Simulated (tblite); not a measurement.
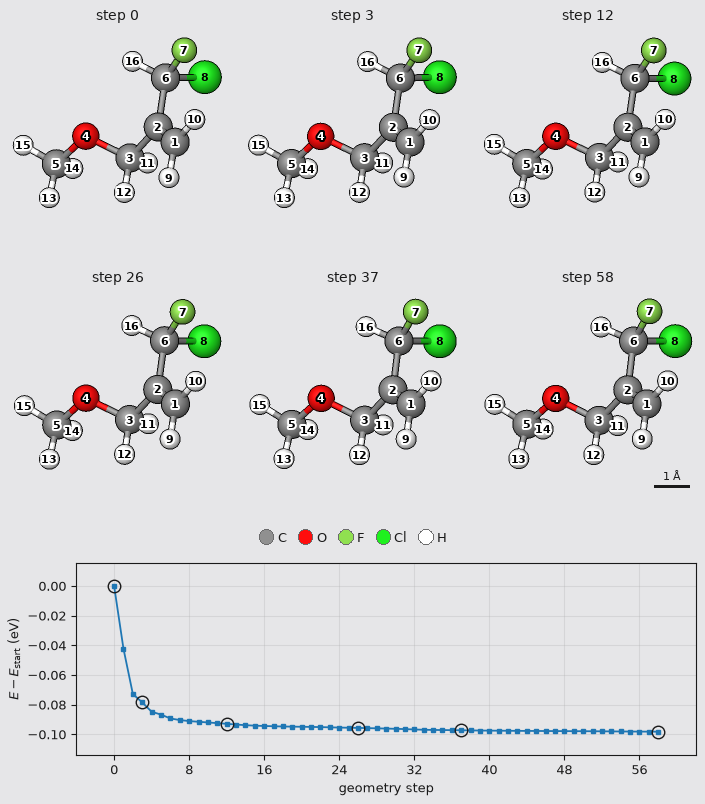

Frames of a relaxation of C$_{5}$H$_{8}$ClFO, marked on the history of the run. A ball-and-stick model, seen from a free direction.

Theory: GFN2-xTB geometry optimisation, gas phase in tblite. 

### Describe the path.

The energy falls by 0.098 eV in 58 geometry steps. The largest moves after the best rigid fit, 0.14 Å, are those of F7 and H16. By element the largest moves are F 0.14 Å, H 0.14 Å, Cl 0.08 Å, C 0.07 Å, O 0.02 Å. Among the contacts that change: C1–C2 1.364 → 1.323 Å, C6–Cl8 1.776 → 1.799 Å, C3–O4 1.431 → 1.412 Å, O4–C5 1.422 → 1.405 Å. Bond angles that change, for instance: C1–C2–C3 121.2° → 124.2°, C3–C2–C6 116.3° → 113.6°, C2–C3–H12 112.3° → 110.0°. The run took 0.65 s on 1 thread of Arm Neoverse N1, on a shared host. From step 0 to 3: C2 moves most (0.02 Å), energy −0.078 eV. From step 3 to 12: Cl8 moves most (0.04 Å), energy −0.014 eV. From step 12 to 26: F and H atoms move most (0.04 Å), energy −0.003 eV. From step 26 to 37: F7 moves most (0.05 Å), energy −0.002 eV. From step 37 to 58: H10 moves most (0.05 Å), energy −0.001 eV.

| step | E − E(0), eV |
| --- | --- |
| 0 | 0.0000 |
| 1 | -0.0423 |
| 2 | -0.0728 |
| 3 | -0.0784 |
| 4 | -0.0847 |
| 5 | -0.0866 |
| 6 | -0.0892 |
| 7 | -0.0903 |
| 8 | -0.0910 |
| 9 | -0.0914 |
| 10 | -0.0919 |
| 13 | -0.0933 |
| 15 | -0.0941 |
| 18 | -0.0946 |
| 20 | -0.0948 |
| 23 | -0.0952 |
| 25 | -0.0955 |
| 28 | -0.0959 |
| 30 | -0.0962 |
| 33 | -0.0968 |
| 35 | -0.0970 |
| 38 | -0.0973 |
| 40 | -0.0974 |
| 43 | -0.0976 |
| 45 | -0.0976 |
| 48 | -0.0977 |
| 50 | -0.0978 |
| 53 | -0.0979 |
| 55 | -0.0980 |
| 58 | -0.0981 |
